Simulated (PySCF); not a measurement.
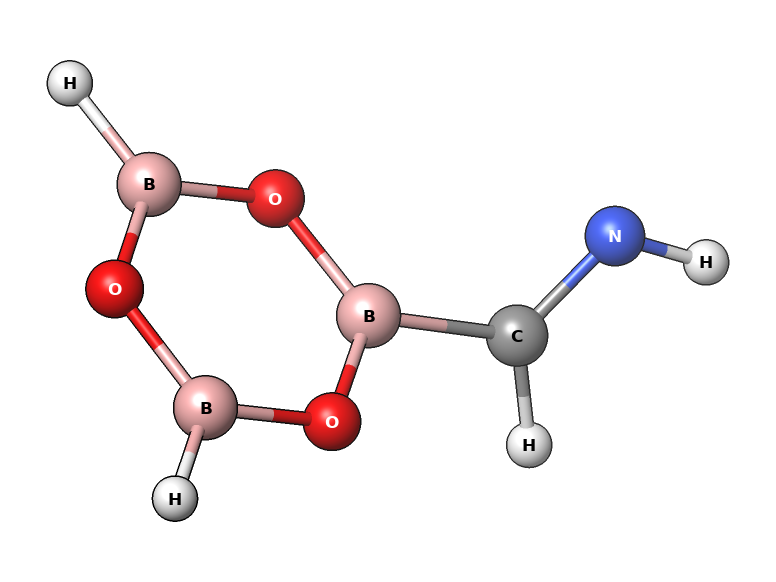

Every bond is drawn as one stick, whatever its order.

The computed structure is the end point of a GFN2-xTB optimisation. No frequency run is at hand to confirm it as a minimum.

What does the picture show?

It has 12 atoms: 1 carbon, 4 hydrogen, 3 boron, 1 nitrogen and 3 oxygen (CH₄B₃NO₃). As SMILES it reads `[H]/N=C/B1OBOBO1`. Independent rings (smallest set): 1 of 6 members. Among its groups: imine, B–H bond. The point group is C1. Coordination: 1 N bent; 1 C trigonal planar; 3 B trigonal planar; 3 O bent.

The parts below concern this one geometry. Atoms keep their numbers from picture to picture.

## Geometry

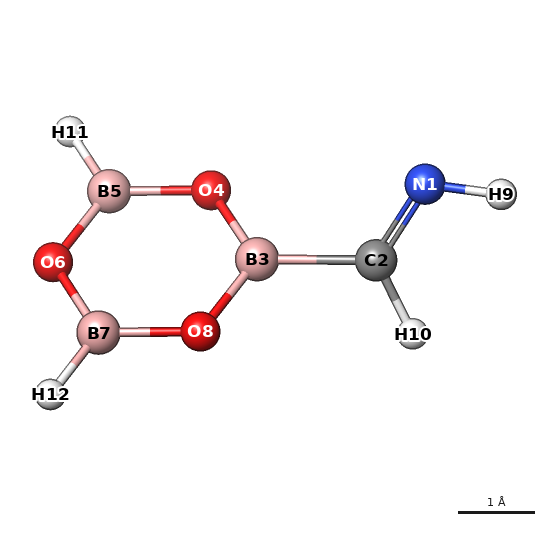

No frequency run is at hand to confirm it as a minimum.

What are the angles N1–C2–H10, C2–B3–O4, C2–B3–O8, B3–C2–H10, B3–O8–B7, O4–B3–O8, O4–B5–O6, B5–O6–B7, O6–B5–H11, O6–B7–O8, O6–B7–H12, O8–B7–H12?

```
    angle  degrees
N1–C2–H10    122.3
 C2–B3–O4    121.7
 C2–B3–O8    118.8
B3–C2–H10    114.8
 B3–O8–B7    120.1
 O4–B3–O8    119.5
 O4–B5–O6    119.8
 B5–O6–B7    120.2
O6–B5–H11    120.1
 O6–B7–O8    119.9
O6–B7–H12    120.3
O8–B7–H12    119.8
```

## Bond orders

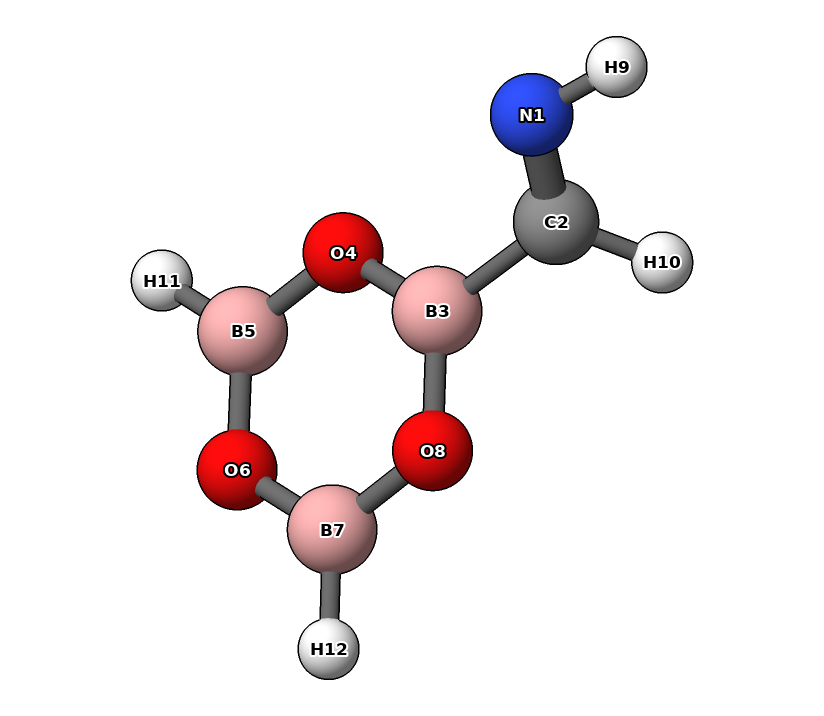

The thickness of each stick grows with its Mayer bond order. No frequency run is at hand to confirm it as a minimum. Level of theory: PBE0/pcSseg-1 (PySCF 2.14.0).

Which bond has the highest Mayer bond order?

N1–C2, 1.97, at a length of 1.259 Å.

List the Mayer bond orders of N1–C2, N1–H9, C2–B3, C2–H10, B3–O4, B3–O8, O4–B5, B5–O6, B5–H11, O6–B7, B7–O8, B7–H12.

```csv
bond,Mayer order,length (Å)
N1–C2,1.97,1.259
N1–H9,0.93,1.022
C2–B3,0.91,1.590
C2–H10,0.91,1.105
B3–O4,1.13,1.361
B3–O8,1.10,1.367
O4–B5,1.09,1.359
B5–O6,1.10,1.360
B5–H11,0.96,1.169
O6–B7,1.11,1.359
B7–O8,1.09,1.360
B7–H12,0.96,1.170
```

## Electronic properties

No frequency run is at hand to confirm it as a minimum. Level of theory: B3LYP/def2-SVPD, gas phase (PySCF 2.14.0). Excitations: vertical, linear response.

What does the calculation give?

- dipole moment: 1.75 D
- HOMO energy (Kohn–Sham orbital): −7.20 eV
- LUMO energy (Kohn–Sham orbital): −1.64 eV
- HOMO–LUMO gap: 5.57 eV
- mean static polarisability: 63.1 bohr³
- lowest vertical singlet excitation: 4.15 eV
- its oscillator strength: 0.002

## Ring current

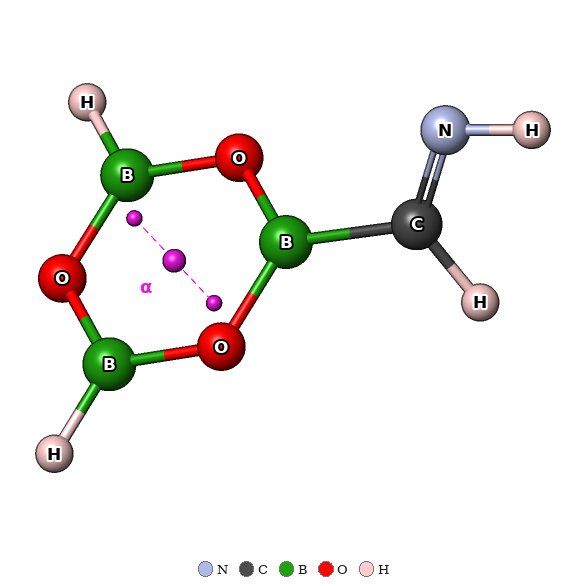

The small points mark where nucleus-independent chemical shifts (NICS) were computed: at the centre of each lettered ring and 1 Å above and below it. No frequency run is at hand to confirm it as a minimum. Level of theory: GIAO PBE0/pcSseg-1 NMR shielding, non-relativistic, gas phase (PySCF 2.14.0).

Give NICS(0), NICS(1) and the out-of-plane component NICS(1)zz for each ring (means of the two sides).

```
ring  members  NICS(0)  NICS(1)  NICS(1)zz
   α     B3O3     −1.4     −2.4       −3.0
```

Values in ppm.

What do the values say about the ring currents?

Ring α: weak, as in a non-aromatic ring. NICS is one index among several.

The geometry is semi-empirical. Around B such bond lengths and angles can be off by a tenth of an ångström or more and by several degrees, and values that hang on the shape move with them.
